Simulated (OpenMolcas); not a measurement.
# CH7AlSi (SMILES [CH3][AlH][SiH3]), step by step

Wanted: a single-point energy (HF/ANO-R0), then the energy (CASSCF(2,2)/ANO-R1), then an energy scan (CASPT2(2,2)/ANO-R1), then the energy along one coordinate (SC-NEVPT2(2,2)/ANO-R1), then an energy scan (MC-PDFT[tPBE](2,2)/ANO-R1) of CH7AlSi. 

The results are computed with OpenMolcas 26.06.

### 1 The structure to begin with

The species is CH7AlSi (10 atoms), meant as a singlet with charge 0. As SMILES, `[CH3][AlH][SiH3]`. Geometry: relaxed at PBE0-D4/def2-TZVP.

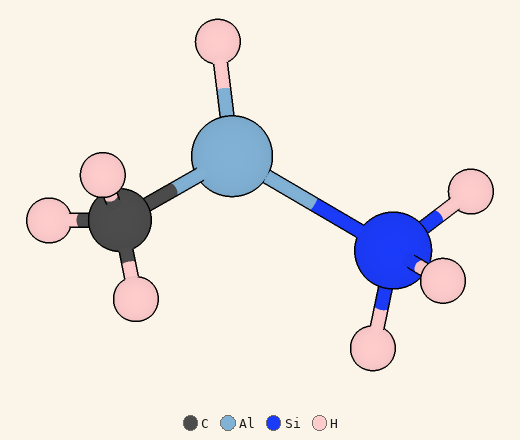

The structure, seen from a chosen angle (carbon dark grey, aluminium light blue, silicon blue, hydrogen pink).

### 2 The energy at HF/ANO-R0 (sfX2C) (run 1)

File mol.xyz:

```xyz
10

C     -1.428400     0.967200    -0.792400
Al     0.409100     0.309500    -0.720900
Si     1.161700    -1.107300     1.145400
H     -1.909200     0.659300    -1.727500
H     -2.050600     0.624100     0.036600
H     -1.438000     2.063000    -0.790400
H      1.416900     0.709200    -1.887700
H      0.334900    -2.347600     1.241000
H      1.000200    -0.395000     2.448500
H      2.586600    -1.533600     1.050400
```

File step1.inp:

```
>>> EXPORT MOLCAS_PRINT=2

&GATEWAY
 COORD
 mol.xyz
 BASIS
 ANO-R0
 GROUP
 NoSym

&SEWARD

&SCF
 PRORBITALS
 0

&LOCALISATION
 OCCUPIED
 FREEZE
 PIPEK-MEZEY

&LOCALISATION
 FILEORB
 $Project.LocOrb
 VIRTUAL
 PIPEK-MEZEY
```

Launch:

```
$ export MOLCAS_MEM=1860
$ pymolcas step1.inp > step1.log
```

The log of the run:

```text
--- Start Module: gateway ---
[...]
--- Stop Module: gateway /rc=_RC_ALL_IS_WELL_ ---
[...]
      Basis functions           30
[...]
       Convergence after   9 Iterations
[...]
::    Total SCF energy                               -573.2230019241
[...]
      Total spin, S                                     0.0000000000
[...]
      Total electronic charge=   40.000000
      Total            charge=   -0.000000
[...]
      Dipole Moment (debye):
      Origin of the operator (angstrom)=    0.3559   -0.1519    0.0467
                   X= -1.8587E+00               Y=  8.6741E-01               Z= -4.3197E-01           Total=  2.0961E+00
      Quadrupole Moment (debye*angstrom):
[...]
--- Start Module: localisation ---
[...]
--- Stop Module: localisation /rc=_RC_ALL_IS_WELL_ ---
--- Start Module: localisation ---
[...]
--- Stop Module: localisation /rc=_RC_ALL_IS_WELL_ ---
[...]
```

Wall time 5.1 s (1 thread of AMD EPYC 7R43 (Zen 3), shared host); peak memory 0.37 GiB.

### 3 The energy at CASSCF(2,2)/ANO-R1 (sfX2C, RICD fitting) (run 2)

mol.xyz is that of step 2.

File step2.input:

```
>>> EXPORT MOLCAS_PRINT=2

&GATEWAY
  Coord
  mol.xyz
  Basis
  ANO-R0
  Group
  NoSym

&SEWARD

&RASSCF
  FileOrb
  $CurrDir/step1.LocOrb
  Alter
  2
  1 12 20
  1 21 26
  Spin
  1
  Nactel
  2 0 0
  Inactive
  19
  Ras2
  2
  OrbListing
  Nothing
>>> COPY $Project.RunFile RUNFIL1
>>> COPY $Project.RasOrb INPORB

&GATEWAY
  Coord
  mol.xyz
  Basis
  ANO-R1
  Group
  NoSym
  RICD

&SEWARD
>>> COPY $Project.RunFile RUNFIL2

&EXPBAS

&RASSCF
  FileOrb
  $Project.ExpOrb
  Spin
  1
  Nactel
  2 0 0
  Inactive
  19
  Ras2
  2
  OrbListing
  Nothing
  OrbAppear
  Compact
```

Launch:

```
$ export MOLCAS_MEM=1860
$ pymolcas step2.input > step2.log
```

The log of the run:

```text
--- Start Module: gateway ---
[...]
      Basis functions           30
[...]
      Number of active orbitals                  2
[...]
      Spin quantum number                      0.0
[...]
      Active orbitals                            2
[...]
      Number of CSFs                             3
[...]
      Number of root(s) required                 1
[...]
      Convergence after 13 iterations
[...]
      printout of CI-coefficients larger than  0.05 for root  1
      energy=    -573.233940
      conf/sym  11     Coeff  Weight
             1  20   0.99557 0.99115
             3  02  -0.09406 0.00885
      Natural orbitals and occupation numbers for root  1
      sym 1:   1.982306   0.017694
      ************************************************************************************************************************
      *                                                    Final results                                                     *
[...]
::    RASSCF root number  1 Total energy:   -573.23394029
[...]
      Basis functions           85
[...]
      Convergence after 16 iterations
[...]
      Natural orbitals and occupation numbers for root  1
      sym 1:   1.983186   0.016814
      ************************************************************************************************************************
      *                                                    Final results                                                     *
[...]
::    RASSCF root number  1 Total energy:   -573.85483353
[...]
      Total electronic charge=   40.000000
      Total            charge=   -0.000000
[...]
      Dipole Moment (debye):
      Origin of the operator (angstrom)=    0.3559   -0.1519    0.0467
                   X= -6.5723E-01               Y=  4.0969E-01               Z= -2.9060E-01           Total=  8.2719E-01
      Quadrupole Moment (debye*angstrom):
[...]
```

Wall time 15 s (1 thread of AMD EPYC 7R43 (Zen 3), shared host); peak memory 0.38 GiB.

### 4 An energy scan at CASPT2(2,2)/ANO-R1 (sfX2C, RICD fitting, ipea shift 0.25 Eh, pt2 variant SS) (run 3)

File step3.input:

```
* CH7AlSi CASPT2
>>> COPY $CurrDir/step2.RasOrb $Project.RasOrb
>>> ForEach K in (1, 2, 3, 4, 5, 6, 7, 8, 9)

&GATEWAY
  Coord
  $CurrDir/point$K.xyz
  Basis
  ANO-R1
  Group
  NoSym
  RICD

&SEWARD

&RASSCF
  FileOrb
  $Project.RasOrb
  Spin
  1
  Nactel
  2 0 0
  Inactive
  19
  Ras2
  2
  OrbListing
  Nothing
  OrbAppear
  Compact

&CASPT2
  Imaginary
  0.2
  Frozen
  11
>>> EndDo
```

Launch:

```
$ export MOLCAS_MEM=1860
$ pymolcas step3.input > step3.log
```

The log of the run:

```text
[...]
      Basis functions           85
[...]
      Number of active orbitals                  2
[...]
      Spin quantum number                      0.0
[...]
      Active orbitals                            2
[...]
      Number of CSFs                             3
[...]
      Number of root(s) required                 1
[...]
      Convergence after 11 iterations
[...]
      printout of CI-coefficients larger than  0.05 for root  1
      energy=    -573.843533
      conf/sym  11     Coeff  Weight
             1  20   0.99707 0.99416
             3  02  -0.07645 0.00584
      Natural orbitals and occupation numbers for root  1
      sym 1:   1.988311   0.011689
      ************************************************************************************************************************
      *                                                    Final results                                                     *
[...]
::    RASSCF root number  1 Total energy:   -573.84353308
[...]
::    CASPT2 Root  1     Total energy:   -574.14381533
[...]
      Convergence after 11 iterations
[...]
      Natural orbitals and occupation numbers for root  1
      sym 1:   1.983165   0.016835
      ************************************************************************************************************************
      *                                                    Final results                                                     *
[...]
      Convergence after 13 iterations
[...]
      Convergence after 13 iterations
[...]
      Convergence after 13 iterations
[...]
::    RASSCF root number  1 Total energy:   -573.70665430
[...]
::    CASPT2 Root  1     Total energy:   -573.99309053
[...]
      Convergence after 12 iterations
[...]
::    RASSCF root number  1 Total energy:   -573.69641745
[...]
      Reference weight:           0.88954
[...]
::    CASPT2 Root  1     Total energy:   -573.98091098
[...]
```

Wall time 87 s (1 thread of AMD EPYC 7R43 (Zen 3), shared host); peak memory 0.087 GiB.

The scan, from its lowest point:

| H4–C1 (Å) | energy (kJ/mol) |
| --- | --- |
| 0.986 | 27.8 |
| 1.096 | 0.0 |
| 1.205 | 12.8 |
| 1.370 | 68.1 |
| 1.589 | 160.9 |
| 1.863 | 266.8 |
| 2.191 | 358.0 |
| 2.629 | 423.5 |
| 3.287 | 455.5 |

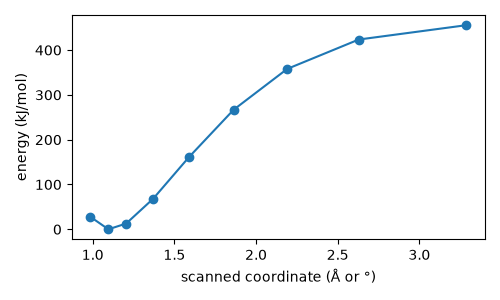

Energy along the scan.

### 5 The energy along one coordinate at SC-NEVPT2(2,2)/ANO-R1 (sfX2C, RICD fitting, pt2 variant SC-NEVPT2) (run 4)

File step4.inp:

```
>>> COPY $CurrDir/step2.RasOrb $Project.RasOrb
>>> ForEach K in (1, 2, 3, 4, 5, 6, 7, 8, 9)
&gateway
coord = $CurrDir/point$K.xyz
basis = ANO-R1
group = NoSym
ricd
&seward
&rasscf
fileorb = $Project.RasOrb
spin = 1
nactel = 2 0 0
inactive = 19
ras2 = 2
orblisting = Nothing
orbappear = Compact
&caspt2
sc-nevpt2
frozen = 11
>>> EndDo
```

Launch:

```
$ export MOLCAS_MEM=1860
$ pymolcas step4.inp > step4.log
```

The log of the run:

```text
--- Start Module: gateway ---
[...]
      Basis functions           85
[...]
      Number of active orbitals                  2
[...]
      Spin quantum number                      0.0
[...]
      Active orbitals                            2
[...]
      Number of CSFs                             3
[...]
      Number of root(s) required                 1
[...]
      Convergence after 11 iterations
[...]
      printout of CI-coefficients larger than  0.05 for root  1
      energy=    -573.843533
      conf/sym  11     Coeff  Weight
             1  20   0.99707 0.99416
             3  02  -0.07645 0.00584
      Natural orbitals and occupation numbers for root  1
      sym 1:   1.988311   0.011689
      ************************************************************************************************************************
      *                                                    Final results                                                     *
[...]
::    RASSCF root number  1 Total energy:   -573.84353308
[...]
::    SC-NEVPT2 Root  1     Total energy:   -574.14071669
[...]
      Convergence after 11 iterations
[...]
      Natural orbitals and occupation numbers for root  1
      sym 1:   1.983165   0.016835
      ************************************************************************************************************************
      *                                                    Final results                                                     *
[...]
      Convergence after 13 iterations
[...]
      Convergence after 13 iterations
[...]
      Convergence after 13 iterations
[...]
::    RASSCF root number  1 Total energy:   -573.70665430
[...]
::    SC-NEVPT2 Root  1     Total energy:   -573.99086586
[...]
      Convergence after 12 iterations
[...]
::    RASSCF root number  1 Total energy:   -573.69641745
[...]
::    SC-NEVPT2 Root  1     Total energy:   -573.97888239
[...]
```

It took 81 s on 1 thread of AMD EPYC 7R43 (Zen 3), shared host; peak memory 0.087 GiB.

The scan, from its lowest point:

| H4–C1 (Å) | energy (kJ/mol) |
| --- | --- |
| 0.986 | 29.0 |
| 1.096 | 0.0 |
| 1.205 | 11.7 |
| 1.370 | 65.6 |
| 1.589 | 157.7 |
| 1.863 | 264.0 |
| 2.191 | 356.2 |
| 2.629 | 422.5 |
| 3.287 | 453.9 |

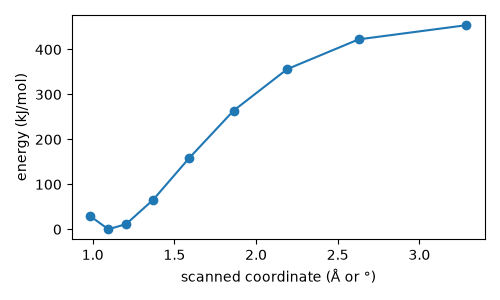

Energy along the scan.

### 6 The energy along one coordinate at MC-PDFT[tPBE](2,2)/ANO-R1 (sfX2C, RICD fitting) (run 5)

File step5.input:

```
>>> COPY $CurrDir/step2.RasOrb $Project.RasOrb
>>> ForEach K in (1, 2, 3, 4, 5, 6, 7, 8, 9)

&GATEWAY
  COORD
  $CurrDir/point$K.xyz
  BASIS
  ANO-R1
  GROUP
  NoSym
  RICD

&SEWARD

&RASSCF
  FILEORB
  $Project.RasOrb
  SPIN
  1
  NACTEL
  2 0 0
  INACTIVE
  19
  RAS2
  2
  ORBLISTING
  Nothing
  ORBAPPEAR
  Compact

&MCPDFT
  KSDFT
  T:PBE
>>> EndDo
```

Launch:

```
$ export MOLCAS_MEM=1860
$ pymolcas step5.input > step5.log
```

The log of the run:

```text
--- Start Module: gateway ---
[...]
      Basis functions           85
[...]
      Number of active orbitals                  2
[...]
      Spin quantum number                      0.0
[...]
      Active orbitals                            2
[...]
      Number of CSFs                             3
[...]
      Number of root(s) required                 1
[...]
      Convergence after 11 iterations
[...]
      printout of CI-coefficients larger than  0.05 for root  1
      energy=    -573.843533
      conf/sym  11     Coeff  Weight
             1  20   0.99707 0.99416
             3  02  -0.07645 0.00584
      Natural orbitals and occupation numbers for root  1
      sym 1:   1.988311   0.011689
      ************************************************************************************************************************
      *                                                    Final results                                                     *
[...]
::    RASSCF root number  1 Total energy:   -573.84353308
[...]
::    MCPDFT root number  1 Total energy:   -574.90857075
[...]
      Convergence after 11 iterations
[...]
      Natural orbitals and occupation numbers for root  1
      sym 1:   1.983165   0.016835
      ************************************************************************************************************************
      *                                                    Final results                                                     *
[...]
      Convergence after 13 iterations
[...]
      Convergence after 13 iterations
[...]
      Convergence after 13 iterations
[...]
::    RASSCF root number  1 Total energy:   -573.70665430
[...]
::    MCPDFT root number  1 Total energy:   -574.74972057
[...]
      Convergence after 12 iterations
[...]
::    RASSCF root number  1 Total energy:   -573.69641745
[...]
::    MCPDFT root number  1 Total energy:   -574.73671945
[...]
```

Wall time 93 s (1 thread of AMD EPYC 7R43 (Zen 3), shared host); peak memory 0.087 GiB.

The scan, from its lowest point:

| H4–C1 (Å) | energy (kJ/mol) |
| --- | --- |
| 0.986 | 27.8 |
| 1.096 | 0.0 |
| 1.205 | 12.5 |
| 1.370 | 67.5 |
| 1.589 | 161.4 |
| 1.863 | 271.7 |
| 2.191 | 370.7 |
| 2.629 | 444.8 |
| 3.287 | 479.0 |

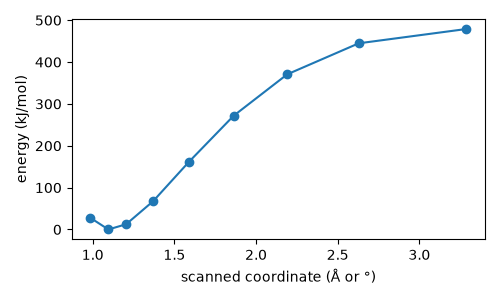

Energy along the scan.

### 7 Outcome

| quantity | value |
| --- | --- |
| run 1, HF/ANO-R0: total energy | -573.22300 Eh |
| run 1, HF/ANO-R0: dipole moment | 2.10 D |
| run 1, HF/ANO-R0: HOMO energy | -11.83 eV |
| run 1, HF/ANO-R0: LUMO energy | -0.70 eV |
| run 1, HF/ANO-R0: HOMO–LUMO gap | 11.13 eV |
| run 2, CASSCF(2,2)/ANO-R1: total energy | -573.85483 Eh |
| run 2, CASSCF(2,2)/ANO-R1: dipole moment (CASSCF density) | 0.83 D |
| run 3, CASPT2(2,2)/ANO-R1: lowest energy of the scan | -574.15440 Eh |
| run 4, SC-NEVPT2(2,2)/ANO-R1: lowest energy of the scan | -574.15178 Eh |
| run 5, MC-PDFT[tPBE](2,2)/ANO-R1: lowest energy of the scan | -574.91915 Eh |

What this shows: Mulliken charges (run 2, CASSCF(2,2)/ANO-R1) run from -0.60 on C1 to +0.79 on Al2.
